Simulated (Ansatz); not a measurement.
```csv
atom,x (Å),y (Å),z (Å)
N,-0.0453,-0.1272,-1.1798
H,-0.2182,0.7548,-1.6479
H,0.8219,-0.4957,-1.5528
H,-0.7829,-0.7622,-1.4624
C,0.0663,0.1862,1.7263
N,0.1101,0.3090,2.8661
H,0.0247,0.0695,0.6429
```

Geometry: rigid move from PBE0-D4/def2-TZVP.

These are results of Ansatz, RKS PBE0-D4/def2-TZVPPD, not measurements.

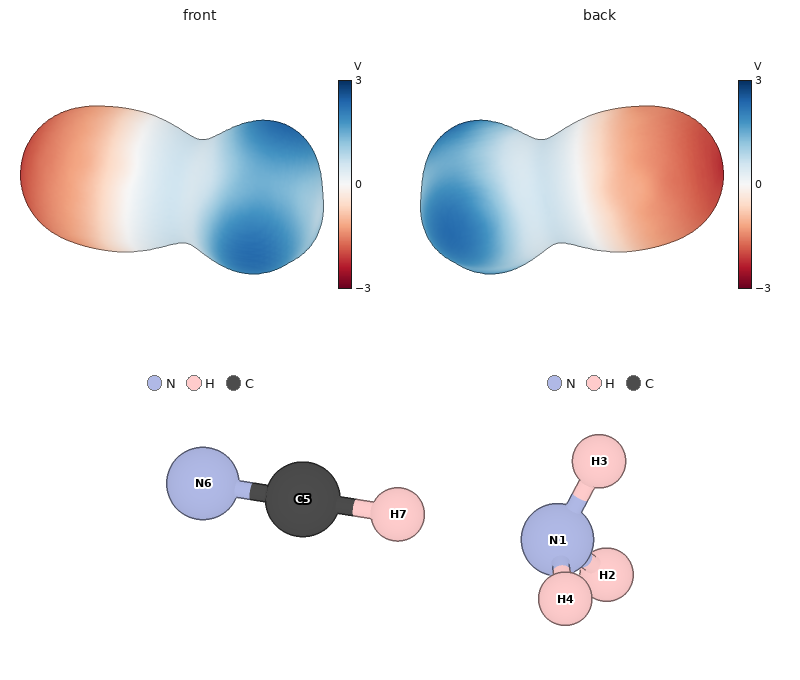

NH3···HCN (SMILES N.C#N). The electrostatic potential painted on the density surface at 0.002 e/bohr³, seen from the front and from behind; the colour scale runs from red (negative) to blue (positive). The bare structure is drawn below in the same view.

> Describe the electrostatic potential map.

The most negative region (about −2.2 V) lies over N6, the most positive (about +2.3 V) over H2, H3 and H4. N6 is the likeliest acceptor of a hydrogen bond.
